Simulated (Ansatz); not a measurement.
# ZrH₂Cl₄ (built from SMILES [Cl][Zr]([Cl])([Cl])[Cl].[H][H]): search for a transition state, part 2 of 2

Ansatz 0.2.0, Gaussian basis; PBE0-D4. The steps go on from the part before.

### 6 Checking the order of the point

vib/in.yaml reads:

```yaml
crystal:
  periodic: [false, false, false]
  atoms:
    - {symbol: Zr, position_ang: [-0.314139, 0.448874, -0.392301]}
    - {symbol: Cl, position_ang: [0.729765, -2.050739, 0.752308]}
    - {symbol: Cl, position_ang: [0.922661, -0.163784, -2.268517]}
    - {symbol: Cl, position_ang: [-2.388540, -0.562271, -0.067611]}
    - {symbol: Cl, position_ang: [-0.774820, 2.697655, -0.669063]}
    - {symbol: H, position_ang: [1.131114, -1.069917, 1.500096]}
    - {symbol: H, position_ang: [0.693859, 0.700182, 1.145188]}
basis:
  gaussian: {orbitals: def2-TZVP}
hamiltonian: {xc: pbe0, dispersion: d4}
phonons: {temperatures: {t_min: 298.15, t_max: 900, t_step: 200}}
```

On the command line:

```console
$ ansatz run in.yaml --threads 8 --pin off --events-out ev --progress --plain --max-ram 19148MiB
```

Standard output, shortened:

```text
Functional definition: PBE0
  name "PBE0"
  cite "Adamo & Barone, J. Chem. Phys. 110, 6158 (1999) doi:10.1063/1.478522"
  cite "Perdew, Burke & Ernzerhof, Phys. Rev. Lett. 77, 3865 (1996) doi:10.1103/PhysRevLett.77.3865"
  parent pbe
[...]
1559 factors; their error is unknown
[...]
mean field -51394.82774056 eV, -1888.7250828000 hartree, gradient 2.6e-5 eV, S^2 0.000000; 0 other end points of the search recorded, 0 dependent functions left out
[...]
reference -51394.82778758 eV, -1888.7250845281 hartree; 41, 41 occupied and 159, 159 virtual orbitals, 1559 factors
[... from here to the last solve, the lines of the solves are left out (41 solves) ...]
1559 factors; their error is unknown
mean field -51394.82767145 eV, -1888.7250802605 hartree, gradient 2.3e-6 eV, S^2 0.000000; 0 other end points of the search recorded, 0 dependent functions left out
[...]
reference -51394.82771848 eV, -1888.7250819886 hartree; 41, 41 occupied and 159, 159 virtual orbitals, 1559 factors
WARN: phonons: modes at or below zero, which the zero-point energy, F, S and C_V leave out: 1, the lowest at -254.37 cm⁻¹. A minimum has none, and a first-order saddle one
Total energy: -51395.06671587 eV, -1888.7338649809 hartree
Atom 0 at    -0.314139     0.448874    -0.392301 Å, force    -0.008670     0.006004    -0.006282 eV/Å
Atom 1 at     0.729765    -2.050739     0.752308 Å, force     0.007807    -0.006248     0.002809 eV/Å
Atom 2 at     0.922661    -0.163784    -2.268517 Å, force    -0.000080    -0.003165    -0.001684 eV/Å
Atom 3 at    -2.388540    -0.562271    -0.067611 Å, force     0.001115     0.000372     0.000708 eV/Å
Atom 4 at    -0.774820     2.697655    -0.669063 Å, force     0.004655     0.002274     0.001900 eV/Å
Atom 5 at     1.131114    -1.069917     1.500096 Å, force    -0.000385     0.001908    -0.001083 eV/Å
Atom 6 at     0.693859     0.700182     1.145188 Å, force    -0.004442    -0.001146     0.003632 eV/Å
Dipole moment:     0.233618    -0.275482     0.298425 e Å
Vibrations: -254.37 74.73 77.94 104.67 111.60 113.65 119.36 210.83 389.42 405.11 415.05 565.29 774.06 1636.48 2787.01 cm⁻¹, zero-point energy 0.482621 eV
```

Wall time 69 s (8 threads of Arm Neoverse V2, shared host); peak memory 0.73 GiB.

The modes, with what each moves most:

```csv
mode,wavenumber (cm⁻¹),character
1,254i,changes H6–H7
2,75,bend
3,78,torsion
4,105,bend
5,112,bend
6,114,Zr–Cl stretch
7,119,bend
8,211,torsion
9,389,Zr–Cl stretch
10,405,Zr–Cl stretch
11,415,Zr–Cl stretch
12,565,bend with torsion
13,774,bend
14,1636,Zr–H stretch
15,2787,Cl–H stretch
```

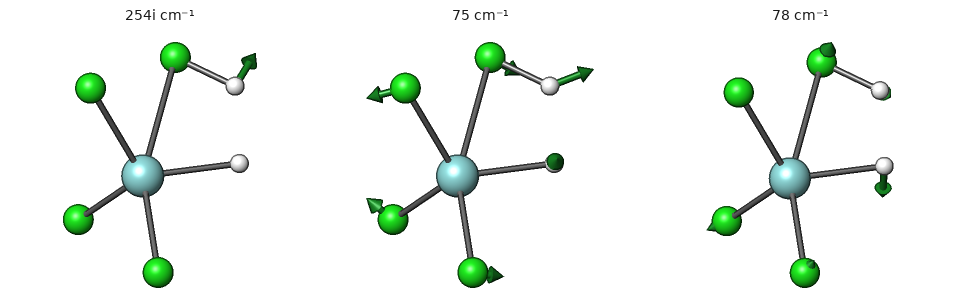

Displacements of 3 modes, as arrows.

Vibrational sums (real modes only):

```csv
T (K),entropy (J/mol/K),heat capacity (J/mol/K)
298,111.0,82.6
498,156.5,94.0
698,189.3,100.0
898,215.0,104.0
```

### 7 Relaxing after a step of 0.30 Å one way along the mode

downa/in.yaml reads:

```yaml
crystal:
  periodic: [false, false, false]
  atoms:
    - {symbol: Zr, position_ang: [-0.329478, 0.498990, -0.409228]}
    - {symbol: Cl, position_ang: [0.673830, -2.030007, 0.723429]}
    - {symbol: Cl, position_ang: [0.936131, -0.142125, -2.261667]}
    - {symbol: Cl, position_ang: [-2.387677, -0.553346, -0.065393]}
    - {symbol: Cl, position_ang: [-0.841386, 2.732023, -0.730241]}
    - {symbol: H, position_ang: [1.262703, -1.294240, 1.649641]}
    - {symbol: H, position_ang: [0.685776, 0.788704, 1.093559]}
basis:
  gaussian: {orbitals: def2-TZVP}
hamiltonian: {xc: pbe0, dispersion: d4}
relax: {f_tol: 0.005, max_steps: 200}
```

On the command line:

```console
$ ansatz run in.yaml --threads 8 --pin off --events-out ev --progress --plain --max-ram 19148MiB
```

Standard output:

```text
[... 10 set-up lines as earlier in the session ...]
1559 factors; their error is unknown
mean field evaluation 1: about -51393.2817 eV, gradient 2.3e1 eV
mean field evaluation 2: about -51392.4708 eV, gradient 3.2e1 eV
mean field evaluation 4: about -51394.6392 eV, gradient 1.7e0 eV
mean field evaluation 8: about -51394.6482 eV, gradient 8.9e-2 eV
mean field evaluation 16: about -51394.8164 eV, gradient 9.5e-5 eV
mean field -51394.81640724 eV, -1888.7246663082 hartree, gradient 2.7e-5 eV, S^2 0.000000; 0 other end points of the search recorded, 0 dependent functions left out
the calculation of the forces begins
reference -51394.81645468 eV, -1888.7246680516 hartree; 41, 41 occupied and 159, 159 virtual orbitals, 1559 factors
relax step   1: F+E_penalty+E_count = -51395.05387886 eV  Δ(F+E_penalty+E_count) = +0.000e0 eV  max|allowed force component| = 7.314e-1 eV/Å  Δτ_max = 0.0000 Å  (29 SCF iters, accepted)
these checks for a lower state are left out or cut short: starts, cluster_reference, orbital_swaps, neighbouring_geometries, increment
1559 factors; their error is unknown
mean field -51394.83446690 eV, -1888.7253299886 hartree, gradient 1.1e-5 eV, S^2 0.000000; 0 other end points of the search recorded, 0 dependent functions left out
the calculation of the forces begins
reference -51394.83451432 eV, -1888.7253317314 hartree; 41, 41 occupied and 159, 159 virtual orbitals, 1559 factors
relax step   2: F+E_penalty+E_count = -51395.06964809 eV  Δ(F+E_penalty+E_count) = -1.577e-2 eV  max|allowed force component| = 3.243e-1 eV/Å  Δτ_max = 0.0570 Å  (31 SCF iters, accepted)
these checks for a lower state are left out or cut short: starts, cluster_reference, orbital_swaps, neighbouring_geometries, increment
1559 factors; their error is unknown
mean field evaluation 32: about -51394.8375 eV, gradient 1.2e-5 eV
mean field -51394.83750725 eV, -1888.7254417195 hartree, gradient 1.2e-5 eV, S^2 0.000000; 0 other end points of the search recorded, 0 dependent functions left out
the calculation of the forces begins
reference -51394.83755469 eV, -1888.7254434626 hartree; 41, 41 occupied and 159, 159 virtual orbitals, 1559 factors
relax step   3: F+E_penalty+E_count = -51395.07370864 eV  Δ(F+E_penalty+E_count) = -4.061e-3 eV  max|allowed force component| = 6.968e-2 eV/Å  Δτ_max = 0.0664 Å  (31 SCF iters, accepted)
these checks for a lower state are left out or cut short: starts, cluster_reference, orbital_swaps, neighbouring_geometries, increment
1559 factors; their error is unknown
mean field -51394.83839756 eV, -1888.7254744378 hartree, gradient 1.3e-5 eV, S^2 0.000000; 0 other end points of the search recorded, 0 dependent functions left out
the calculation of the forces begins
reference -51394.83844502 eV, -1888.7254761819 hartree; 41, 41 occupied and 159, 159 virtual orbitals, 1559 factors
relax step   4: F+E_penalty+E_count = -51395.07496441 eV  Δ(F+E_penalty+E_count) = -1.256e-3 eV  max|allowed force component| = 5.513e-2 eV/Å  Δτ_max = 0.0414 Å  (31 SCF iters, accepted)
these checks for a lower state are left out or cut short: starts, cluster_reference, orbital_swaps, neighbouring_geometries, increment
1559 factors; their error is unknown
mean field -51394.83882477 eV, -1888.7254901374 hartree, gradient 1.3e-5 eV, S^2 0.000000; 0 other end points of the search recorded, 0 dependent functions left out
the calculation of the forces begins
reference -51394.83887224 eV, -1888.7254918819 hartree; 41, 41 occupied and 159, 159 virtual orbitals, 1559 factors
relax step   5: F+E_penalty+E_count = -51395.07529621 eV  Δ(F+E_penalty+E_count) = -3.318e-4 eV  max|allowed force component| = 3.178e-2 eV/Å  Δτ_max = 0.0129 Å  (32 SCF iters, accepted)
these checks for a lower state are left out or cut short: starts, cluster_reference, orbital_swaps, neighbouring_geometries, increment
1559 factors; their error is unknown
mean field -51394.83924205 eV, -1888.7255054721 hartree, gradient 1.3e-5 eV, S^2 0.000000; 0 other end points of the search recorded, 0 dependent functions left out
the calculation of the forces begins
reference -51394.83928954 eV, -1888.7255072174 hartree; 41, 41 occupied and 159, 159 virtual orbitals, 1559 factors
relax step   6: F+E_penalty+E_count = -51395.07550720 eV  Δ(F+E_penalty+E_count) = -2.110e-4 eV  max|allowed force component| = 4.378e-3 eV/Å  Δτ_max = 0.0158 Å  (32 SCF iters, accepted)
these checks for a lower state are left out or cut short: starts, cluster_reference, orbital_swaps, neighbouring_geometries, increment
1559 factors; their error is unknown
mean field -51394.83932388 eV, -1888.7255084795 hartree, gradient 1.3e-5 eV, S^2 0.000000; 0 other end points of the search recorded, 0 dependent functions left out
the calculation of the forces begins
reference -51394.83937138 eV, -1888.7255102249 hartree; 41, 41 occupied and 159, 159 virtual orbitals, 1559 factors
relax step   7: F+E_penalty+E_count = -51395.07552691 eV  Δ(F+E_penalty+E_count) = -1.971e-5 eV  max|allowed force component| = 3.557e-3 eV/Å  Δτ_max = 0.0097 Å  (33 SCF iters, accepted)
1559 factors; their error is unknown
mean field evaluation 64: about -51392.4749 eV, gradient 3.2e1 eV
mean field -51394.83932388 eV, -1888.7255084795 hartree, gradient 1.3e-5 eV, S^2 0.000000; 1 other end points of the search recorded, 0 dependent functions left out
the calculation of the forces begins
reference -51394.83937138 eV, -1888.7255102249 hartree; 41, 41 occupied and 159, 159 virtual orbitals, 1559 factors
Total energy: -51395.07557440 eV, -1888.7341905259 hartree
Atom 0 at    -0.340410     0.522125    -0.416338 Å, force     0.000367    -0.000994    -0.003557 eV/Å
Atom 1 at     0.720348    -2.028902     0.722802 Å, force    -0.001192    -0.001075    -0.001338 eV/Å
Atom 2 at     0.921269    -0.147111    -2.261182 Å, force    -0.000882     0.001209     0.001303 eV/Å
Atom 3 at    -2.386912    -0.539694    -0.059543 Å, force     0.000129     0.000491     0.000368 eV/Å
Atom 4 at    -0.836917     2.754691    -0.764984 Å, force     0.000675    -0.003406     0.000970 eV/Å
Atom 5 at     1.278095    -1.362036     1.667799 Å, force     0.000117     0.000334     0.000500 eV/Å
Atom 6 at     0.644426     0.800926     1.111545 Å, force     0.000786     0.003441     0.001754 eV/Å
Dipole moment:     0.293752    -0.340099     0.379138 e Å
```

Run time: 19 s. Hardware: 8 threads of Arm Neoverse V2, shared host; peak memory 0.73 GiB.

Step by step:

```csv
step,energy from step 1 (eV),largest force component (eV/Å)
1,0.0000,0.7314
2,-0.0158,0.3243
3,-0.0198,0.0697
4,-0.0211,0.0551
5,-0.0214,0.0318
6,-0.0216,0.0044
7,-0.0216,0.0036
```

Distances of close pairs at the start and the end, largest changes first:

| bond | before (Å) | after (Å) | change (Å) |
| --- | --- | --- | --- |
| Zr1–Cl2 | 2.947 | 2.988 | +0.041 |
| Cl2–H6 | 1.321 | 1.284 | -0.037 |
| Zr1–Cl4 | 2.337 | 2.333 | -0.004 |
| Zr1–H7 | 1.837 | 1.839 | +0.002 |
| Zr1–Cl3 | 2.333 | 2.333 | -0.000 |
| Zr1–Cl5 | 2.313 | 2.314 | +0.000 |

### 8 Relaxing after a step of 0.30 Å the other way along the mode

downb/in.yaml reads:

```yaml
crystal:
  periodic: [false, false, false]
  atoms:
    - {symbol: Zr, position_ang: [-0.298800, 0.398759, -0.375374]}
    - {symbol: Cl, position_ang: [0.785699, -2.071470, 0.781188]}
    - {symbol: Cl, position_ang: [0.909191, -0.185444, -2.275368]}
    - {symbol: Cl, position_ang: [-2.389403, -0.571196, -0.069828]}
    - {symbol: Cl, position_ang: [-0.708255, 2.663286, -0.607886]}
    - {symbol: H, position_ang: [0.999526, -0.845594, 1.350550]}
    - {symbol: H, position_ang: [0.701942, 0.611659, 1.196818]}
basis:
  gaussian: {orbitals: def2-TZVP}
hamiltonian: {xc: pbe0, dispersion: d4}
relax: {f_tol: 0.005, max_steps: 200}
```

On the command line:

```console
$ ansatz run in.yaml --threads 8 --pin off --events-out ev --progress --plain --max-ram 19148MiB
```

Standard output, shortened:

```text
[... 5 set-up lines as earlier in the session ...]
[...]
1559 factors; their error is unknown
[...]
mean field -51394.83841100 eV, -1888.7254749314 hartree, gradient 2.1e-5 eV, S^2 0.000000; 0 other end points of the search recorded, 0 dependent functions left out
[...]
reference -51394.83845739 eV, -1888.7254766363 hartree; 41, 41 occupied and 159, 159 virtual orbitals, 1559 factors
relax step   1: F+E_penalty+E_count = -51395.07876492 eV  Δ(F+E_penalty+E_count) = +0.000e0 eV  max|allowed force component| = 6.712e-1 eV/Å  Δτ_max = 0.0000 Å  (28 SCF iters, accepted)
[...]
reference -51396.62065034 eV, -1888.7909710192 hartree; 41, 41 occupied and 159, 159 virtual orbitals, 1559 factors
Total energy: -51396.83992925 eV, -1888.7990293707 hartree
Atom 0 at    -0.688602    -0.336749    -0.976560 Å, force     0.000566    -0.001764     0.000444 eV/Å
Atom 1 at     0.356651    -1.805218     0.478052 Å, force    -0.000091     0.001203     0.000412 eV/Å
Atom 2 at     0.318305    -0.469118    -3.057864 Å, force    -0.000806     0.000104    -0.000390 eV/Å
Atom 3 at    -2.926382    -0.902863    -1.163812 Å, force    -0.000048     0.000165    -0.001101 eV/Å
Atom 4 at    -0.507055     1.826676    -0.169847 Å, force     0.000259     0.000345     0.000837 eV/Å
Atom 5 at     1.803522     0.483871     2.503661 Å, force     0.000209    -0.000448     0.000028 eV/Å
Atom 6 at     1.643461     1.203400     2.386470 Å, force    -0.000089     0.000396    -0.000230 eV/Å
Dipole moment:     0.000823     0.001086     0.001634 e Å
```

Run time: 71 s. Hardware: 8 threads of Arm Neoverse V2, shared host; peak memory 0.74 GiB.

Relaxation path: (the energy doesn't fall at every step)

| step | energy from step 1 (eV) | largest force component (eV/Å) |
| --- | --- | --- |
| 1 | 0.0000 | 0.6712 |
| 2 | -0.0052 | 1.5516 |
| 3 | -0.0652 | 1.6521 |
| 4 | -0.1459 | 1.6312 |
| 5 | -0.3315 | 2.0726 |
| 6 | -0.6046 | 2.2257 |
| 7 | -0.8835 | 2.6671 |
| 8 | -1.2311 | 0.6640 |
| 9 | -1.2875 | 1.2712 |
| 10 | -1.3388 | 1.3110 |
| 11 | -1.4224 | 0.5322 |
| 12 | -1.4997 | 0.5112 |
| 13 | -1.6129 | 0.3486 |
| 14 | -1.7078 | 0.2462 |
| 15 | -1.7479 | 0.1108 |
| 16 | -1.7565 | 0.0381 |
| 17 | -1.7572 | 0.1761 |
| 18 | -1.7602 | 0.0059 |
| 19 | -1.7568 | 0.4465 |
| 20 | -1.7610 | 0.0405 |
| 21 | -1.7611 | 0.0225 |
| 22 | -1.7611 | 0.0064 |
| 23 | -1.7611 | 0.0004 |
| 24 | -1.7611 | 0.0032 |
| 25 | -1.7611 | 0.0053 |
| 26 | -1.7611 | 0.0062 |
| 27 | -1.7611 | 0.0081 |
| 28 | -1.7611 | 0.0085 |
| 29 | -1.7611 | 0.0075 |
| 30 | -1.7611 | 0.0096 |
| 31 | -1.7611 | 0.0054 |
| 32 | -1.7611 | 0.0018 |

Close pairs (by a distance rule), those that changed most:

```csv
bond,before (Å),after (Å),change (Å)
Zr1–H7,1.876,4.373,+2.497
Cl2–H6,1.368,3.382,+2.013
H6–H7,1.495,0.746,-0.749
Zr1–Cl2,2.935,2.316,-0.619
Zr1–Cl3,2.326,2.316,-0.010
Zr1–Cl4,2.325,2.316,-0.009
Zr1–Cl5,2.313,2.316,+0.003
```

### 9 The three structures

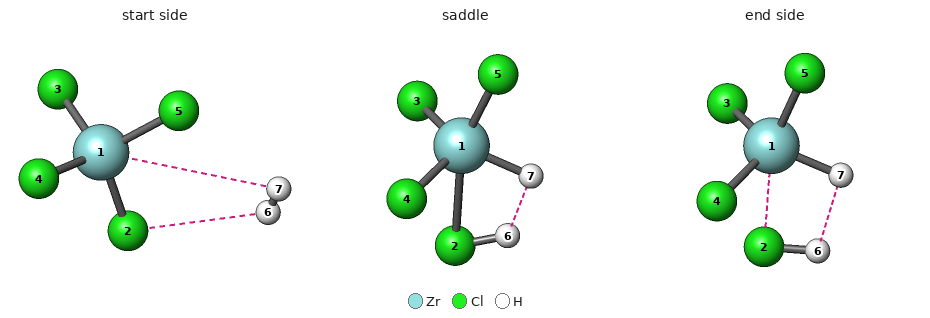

The minimum on the start side, the saddle and the minimum on the end side; broken lines join the pairs that change, where they aren't drawn as bonds.

```csv
pair,start side (Å),saddle (Å),end side (Å)
Zr1–H7,4.373,1.856,1.839
Cl2–H6,3.382,1.297,1.284
Zr1–Cl2,2.316,2.941,2.988
H6–H7,0.746,1.858,2.321
```

### 10 Results

This closing draws on all 2 parts.

| quantity | value |
| --- | --- |
| imaginary mode | 254i cm⁻¹ |
| barrier from the start side | 40.9 kcal/mol |
| barrier from the end side | 0.2 kcal/mol |
| energy of the step | +40.7 kcal/mol |
| pairs that change | Zr1–H7 formed, Cl2–H6 formed, Zr1–Cl2 loosened, H6–H7 broken |
| zero-point energy at the saddle | 0.483 eV |

The point has a single imaginary mode (254i cm⁻¹), as a transition state must. The two relaxations end on the structures that were planned. A bond meant to break is only loosened at the end: the products stay bound as an adduct. At PBE0-D4/def2-TZVP the electronic barrier is 40.9 kcal/mol, about 69 kT at 298 K, and the step runs 40.7 kcal/mol uphill. A step off the saddle overshot and began above it in energy, so the link to its end is likely but not proven. The ends are the nearest minima, not always the lowest complexes.
